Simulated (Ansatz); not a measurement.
**CH₇Ge₃N: density, localisation and related maps**

Input file:

```
crystal:
  periodic: [false, false, false]
  atoms:
    - { symbol: "N", position_ang: [0.2364, 3.2862, -0.7635] }
    - { symbol: C, position_ang: [0.1272, 2.2512, -0.2582] }
    - { symbol: Ge, position_ang: [-0.0513, 0.5569, 0.5681] }
    - { symbol: Ge, position_ang: [1.9174, -0.7384, 0.1559] }
    - { symbol: Ge, position_ang: [-1.9465, -0.5781, -0.3503] }
    - { symbol: H, position_ang: [-0.2437, 0.7399, 2.0951] }
    - { symbol: H, position_ang: [1.7672, -2.1277, 0.8264] }
    - { symbol: H, position_ang: [3.1494, -0.005, 0.7445] }
    - { symbol: H, position_ang: [2.1002, -0.9182, -1.3727] }
    - { symbol: H, position_ang: [-2.0875, -1.9677, 0.3215] }
    - { symbol: H, position_ang: [-1.7442, -0.7587, -1.8763] }
    - { symbol: H, position_ang: [-3.2246, 0.2595, -0.0905] }
basis:
  gaussian:
    orbitals: def2-SVP
hamiltonian:
  xc: pbe0
output:
  orbitals: {}
```

Run with:

```sh
python ch7ge3n.py
```

These are results of SCF PBE0, Gaussian basis (Ansatz), not measurements.

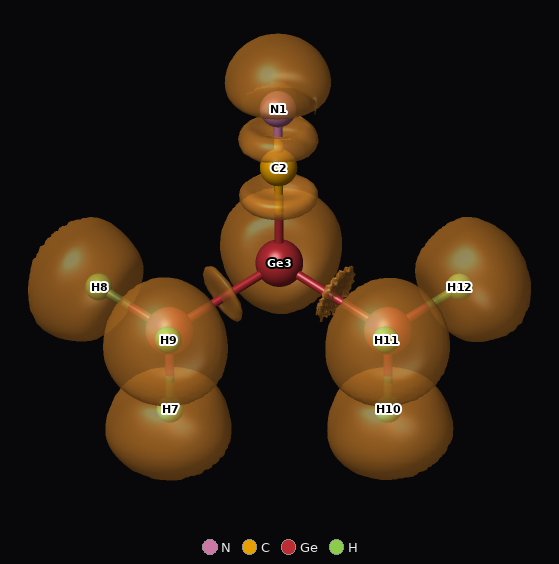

Figure 1. Isosurface of the electron localisation function at 0.8 (orange), seen across its widest extent. Only the valence region is drawn (cores and ρ < 0.01 e/Å³ removed).

Q: What do the ELF domains correspond to?

A: At this value the surface marks out one region between bonded C–N atoms (shared pairs), two regions between bonded Ge–Ge atoms (shared pairs), seven regions around hydrogen nuclei, one lobe of the valence shell of C pointing towards Ge (polar bonds) and one lobe on N, pointing away from the bonds (lone pairs). Along the contacts the grid gives the following. C–N (1.16 Å): the ELF peaks at about 0.85 between the atoms; a multiple bond. C–Ge (1.89 Å): the ELF peaks at about 0.95 in the valence shell of C, 0.7 Å from its nucleus, and is about 0.60 at the midpoint.

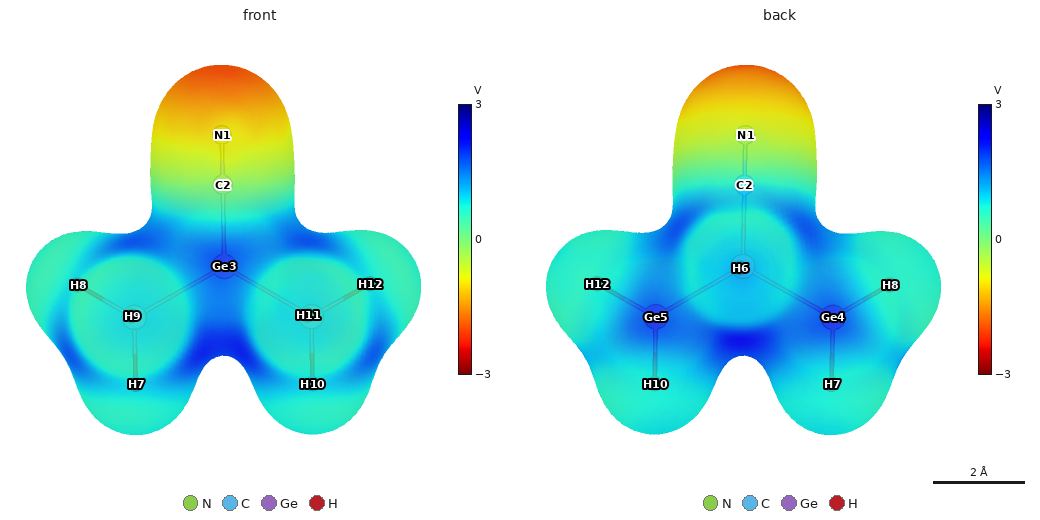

Figure 2. The molecular electrostatic potential painted on the density surface at 0.004 e/bohr³, seen from the front and from behind; red is negative and blue positive.

Q: Where is the surface potential most negative and most positive?

A: The most negative region (about −2.0 V) lies over N1, the most positive (about +2.1 V) over Ge3, Ge4 and Ge5. N1 is the likeliest acceptor of a hydrogen bond.

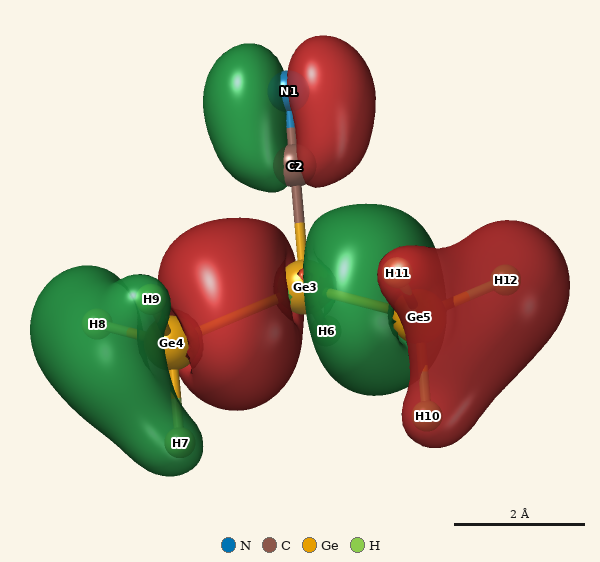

Figure 3. The HOMO at ±0.06 Å⁻³ᐟ² (green and red are the two phases), seen at a tilt.

Q: Where does this orbital lie, and at what energy?

A: Its weight (Hirshfeld) is mainly on Ge3 (about 30 %), Ge4 (about 20 %), Ge5 (about 20 %) and N1 (about 10 %). Its energy is −8.15 eV.

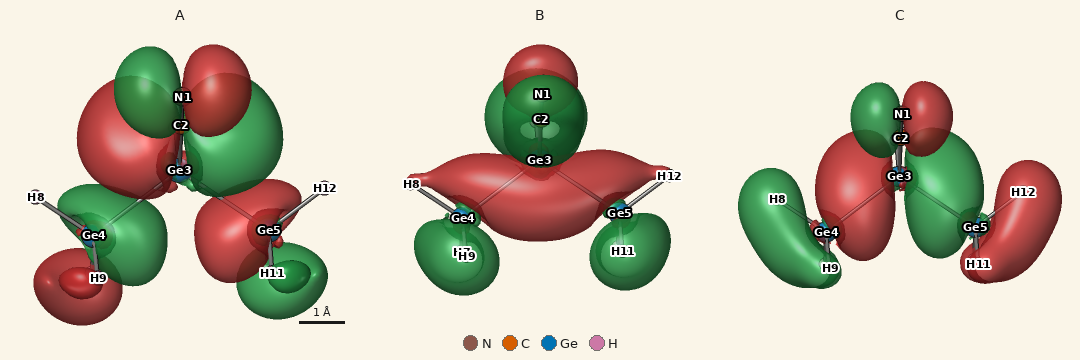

Figure 4. Three frontier orbitals at ±0.06 Å⁻³ᐟ² (green and red are the two phases), in no order.

Q: Order the three orbitals by energy and name them.

A: B is the HOMO−1 (−8.95 eV). It lies mainly on Ge3 (about 25 %), H6 (about 15 %), N1 (about 15 %), Ge4 (about 10 %), Ge5 (about 10 %) and C2 (about 10 %). C is the HOMO (−8.15 eV). By Hirshfeld shares it lies mainly on Ge3 (about 30 %), Ge4 (about 20 %), Ge5 (about 20 %) and N1 (about 10 %). A is the LUMO (−0.50 eV). Its weight (Hirshfeld) is mainly on N1 (about 20 %), Ge3 (about 20 %), C2 (about 20 %), Ge4 (about 10 %) and Ge5 (about 10 %).

Q: What is the HOMO–LUMO gap?

A: 7.65 eV between the orbital energies.
